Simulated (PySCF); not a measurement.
**Br$_{3}$HNTa (Ta(NH)Br3): density, localisation and related maps**

Input file:

```
{"job": {"kind": "uv", "xc": "PBE0", "basis": "def2-SVPD", "ip": true, "nstates": 10}, "charge": 0, "multiplicity": 1}
Ta     0.029938    -0.077530    -0.397217
N     -0.031247     0.134640     1.333779
H     -0.070494     0.264271     2.338833
Br     2.386773    -0.139858    -1.047603
Br    -1.067282     1.858699    -1.392697
Br    -1.184567    -2.136242    -0.904365
```

Launched as:

```sh
OMP_NUM_THREADS=1 python probes_run.py task.json out
```

Geometry: PBE0-D3(BJ)/def2-SVP; core potentials replace the inner electrons of Ta.

Method: PBE0/def2-SVPD, SCF density, gas phase, scalar-relativistic core potentials on the heavy atoms in PySCF.

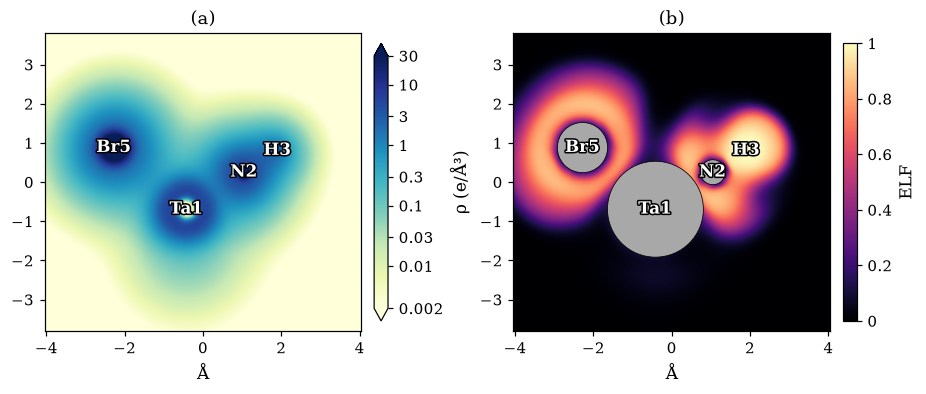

Figure 1. (a) electron density; (b) ELF on the plane of atoms N2, Ta1 and Br5. Grey discs cover the atomic cores in the ELF map.

**Describe what can be read from this map.**

Atoms in the plane: Ta, N, H and Br. Ta–N (1.75 Å): ρ at the midpoint is about 1.5 e/Å³; the ELF peaks at about 0.75 in the valence shell of N, 0.6 Å from its nucleus, and drops to about 0.30 between the two atoms. Ta–Br (2.44 Å): ρ is about 0.61 e/Å³ halfway; the ELF peaks at about 0.75 in the valence shell of Br, 1.0 Å from its nucleus, and is about 0.50 at the midpoint. N–H (1.01 Å): the density is about 2.8 e/Å³ at the midpoint; the ELF climbs to about 1 towards the hydrogen, as it does in any bond to H (an ordinary covalent bond to hydrogen).

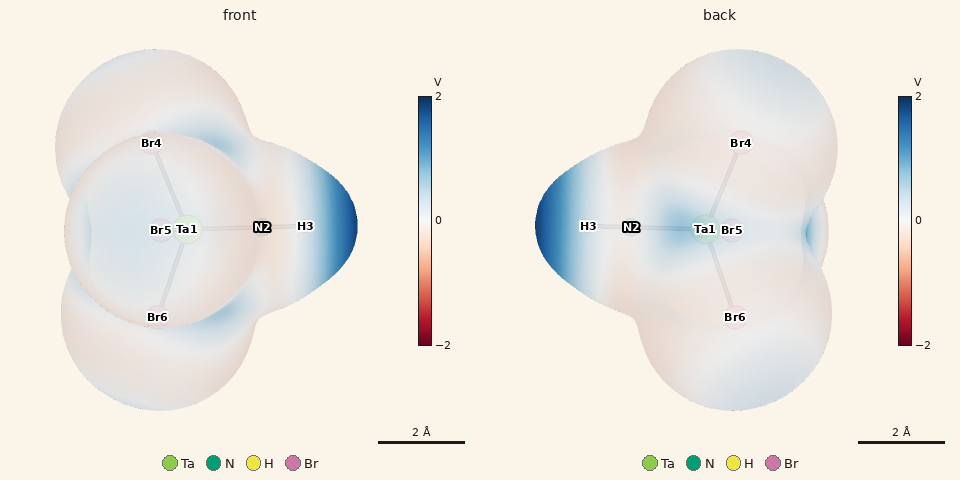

Figure 2. The molecular electrostatic potential painted on the density surface at 0.001 e/bohr³, seen from the front and from behind; the colour scale runs from red (negative) to blue (positive).

**Describe the electrostatic potential map.**

The most negative region (about −0.2 V) lies over N2, Br4, Br5 and Br6, the most positive (about +1.8 V) over H3. Br4 shows a σ-hole: about +0.3 V at the tip opposite its bond, against about −0.2 V on its flanks. Br5 shows a σ-hole: about +0.3 V at the tip opposite its bond, against about −0.1 V on its flanks. Br6 shows a σ-hole: about +0.3 V at the tip opposite its bond, against about −0.1 V on its flanks.

**What dipole moment does the calculation give?**

Its dipole moment is 1.16 D.
